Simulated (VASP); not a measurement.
Band structure of Ag (fcc). These are PBEsol GGA with spin-orbit coupling, VASP's PBE PAW potentials (set 64) (plane waves; VASP) values and carry that method's errors.

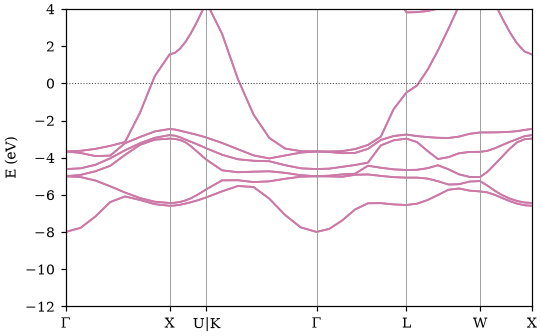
*Bands along high-symmetry lines, zero at the valence-band maximum or, without a gap, the Fermi level*

Question: Read the plot: is there a gap, and where are the band edges?

Answer: It has no gap at this level: it comes out as a metal or semimetal.

The compound is Ag in the fcc structure. It was relaxed first.
